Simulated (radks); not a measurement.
System: atomic helium (He), configuration 1s2. Computed with the in-house radial solver radks: non-relativistic Kohn-Sham, TASK exchange with Perdew-Wang LDA correlation, spin-unpolarised, spherical densities, point nucleus.

```
Z 2
configuration [He]
relativity non-relativistic
functional task,pw
spin unpolarised
nucleus point
```

Wanted: the number of electrons inside radius r (solid) and the radial density 4πr²ρ (dashed).

The count levels off at 2 electrons. Half of them lie within 0.804 bohr, 90 % within 1.70 bohr and 99 % within 2.80 bohr. The radial density has a single maximum, so no shell boundary shows.

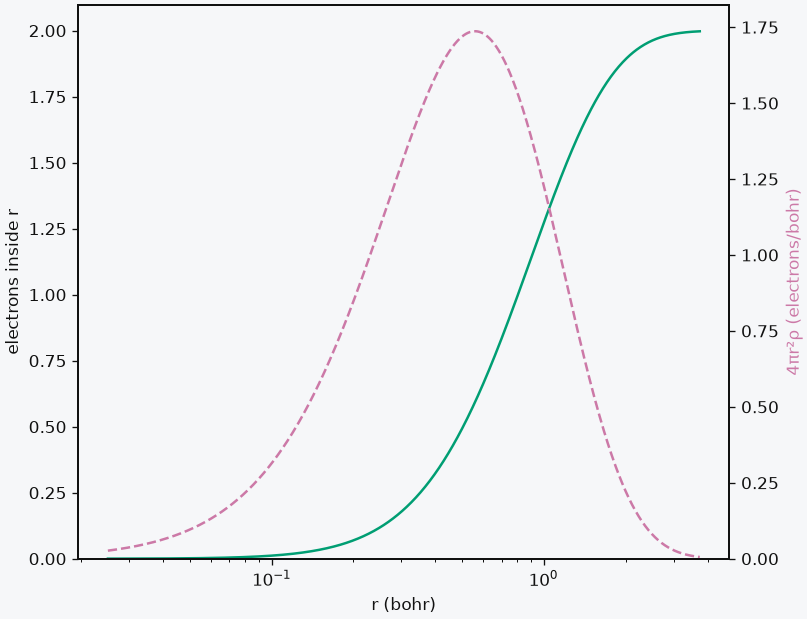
